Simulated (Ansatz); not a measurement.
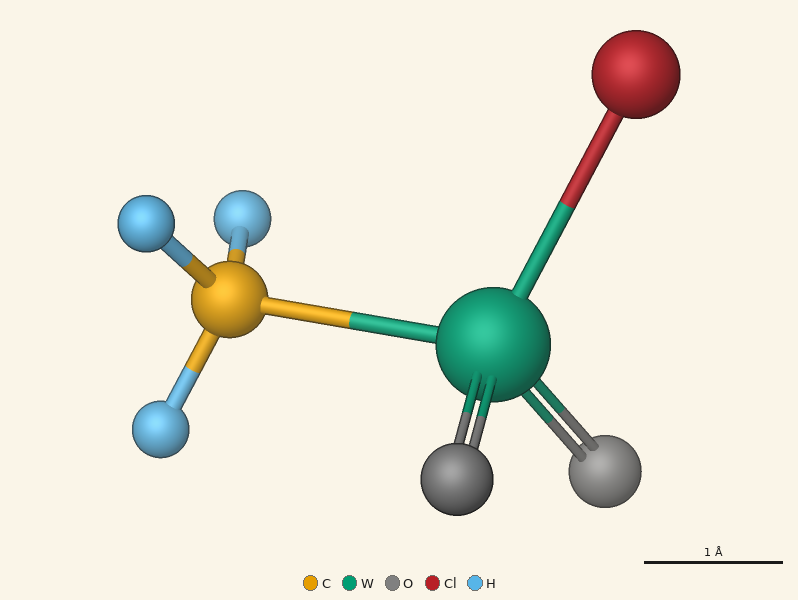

Ball-and-stick drawing of a structure. Double and triple bonds are drawn as two and three sticks.

Charge 0, singlet. The geometry was computed by an optimisation with PBE0-D4/def2-TZVP.

What does the picture show?

The molecule is CH₃ClO₂W. As SMILES it reads `[CH3][W](=[O])(=[O])[Cl]`. The point group is Cs. Coordination: 1 C tetrahedral; 1 W tetrahedral.

The parts below concern this one geometry. Atoms keep their numbers from picture to picture.

Shape

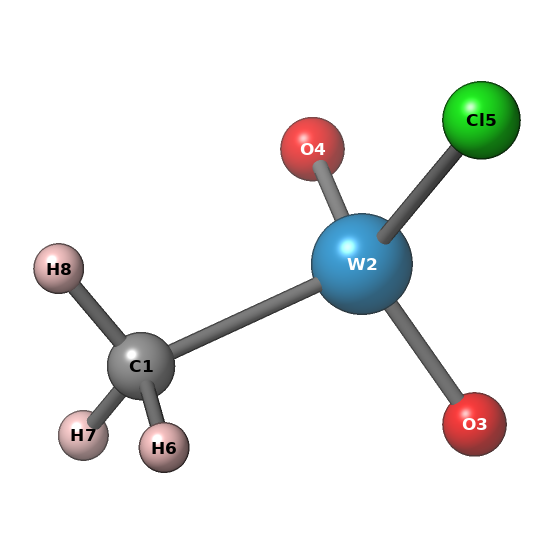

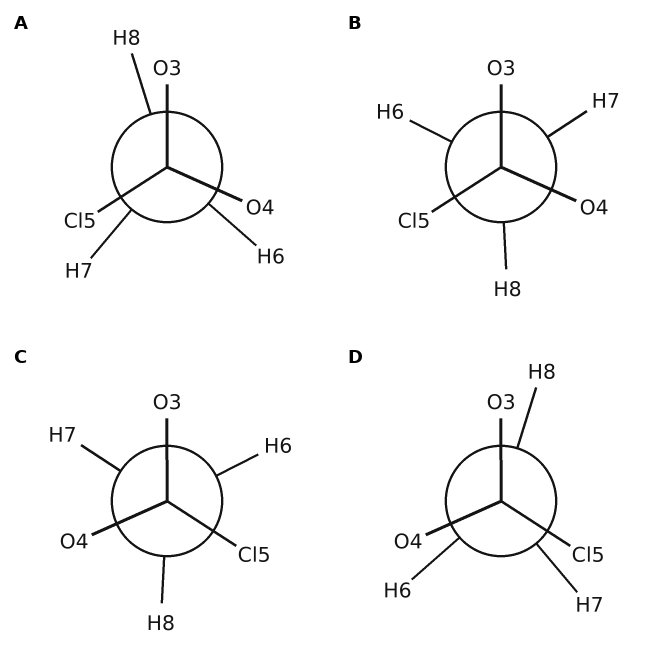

Depth is shown by fading: the farther an atom, the more it takes the colour of the background. Bonds that would overlap in a projection are set slightly apart.

> Which Newman projection shows the view along W2–C1, with W2 in front?

C. The torsion angle Cl5–W2–C1–H6 is −60°, synclinal (gauche).

Thermal motion

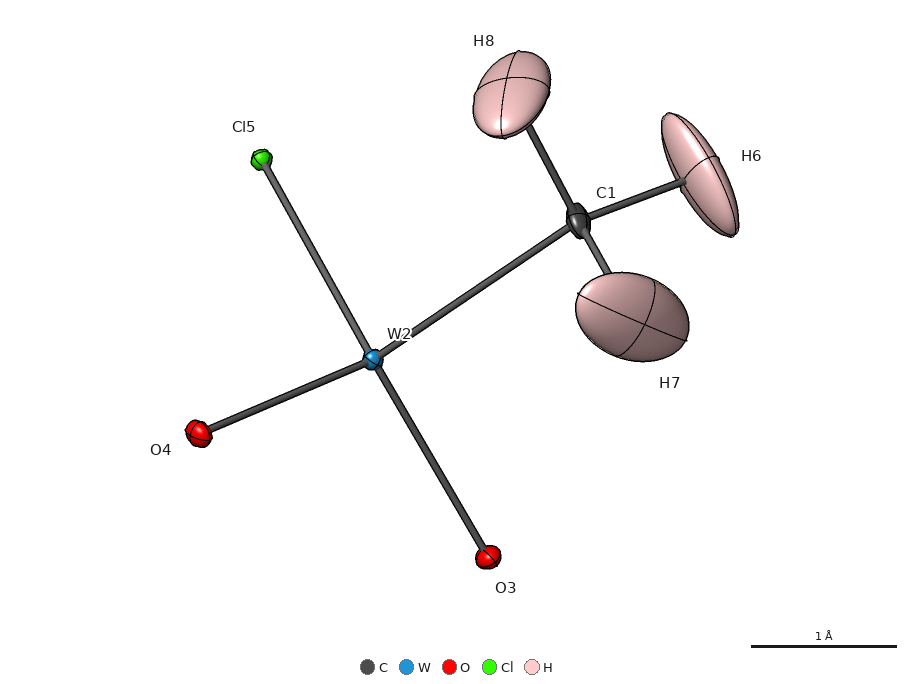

Displacement ellipsoids at the 50 % level, from the internal vibrations of the free molecule (harmonic, no overall translation or rotation; no half-axis is drawn under 0.075 Å). Vibrations computed with RKS PBE0-D4/def2-TZVP, core potentials on W (Ansatz 0.2.0). Temperature: 200 K.

Give the displacement parameters, one line for each set of equivalent atoms.

```csv
atom,U_eq (Å²),rms amplitudes (Å)
C1,0.0051,"0.047, 0.060, 0.097"
W2,0.00016,"0.010, 0.014, 0.015"
"O3, O4",0.0035,"0.033, 0.059, 0.076"
Cl5,0.0017,"0.035, 0.038, 0.049"
"H6, H8",0.0474,"0.092, 0.174, 0.322"
H7,0.0513,"0.105, 0.191, 0.326"
```

Levels of theory compared

Program: Ansatz 0.2.0.

At this fixed geometry, give HOMO–LUMO gap (eV), dipole (D), HOMO energy (eV) at these levels: B3LYP-D4/def2-TZVPP; PBE-D4/def2-TZVPP; r2SCAN-D4/def2-TZVPP; ωB97M-V/def2-TZVPP.

| level | HOMO–LUMO gap (eV) | dipole (D) | HOMO energy (eV) |
| --- | --- | --- | --- |
| B3LYP-D4/def2-TZVPP | 5.94 | 2.96 | −9.01 |
| PBE-D4/def2-TZVPP | 4.09 | 2.77 | −7.68 |
| r2SCAN-D4/def2-TZVPP | 4.53 | 2.90 | −8.04 |
| ωB97M-V/def2-TZVPP | 10.88 | 2.95 | −11.65 |

Vibrations

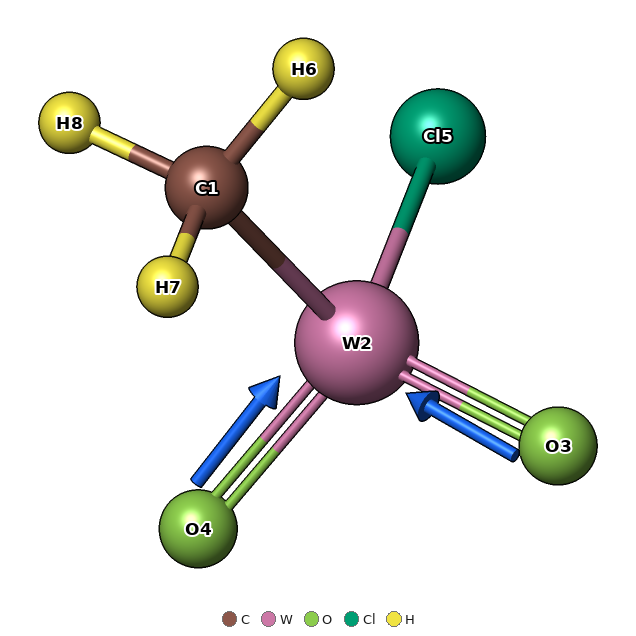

The arrows show one normal mode. Harmonic vibrations computed with RKS PBE0-D4/def2-TZVP, core potentials on W (Ansatz 0.2.0) at a stationary point of the same level.

> What kind of motion is it?

Mostly in-phase stretching of 2 W–O bonds.

> At what wavenumber does it lie?

1065 cm⁻¹; it is mode 12 of 18 counted from the lowest.
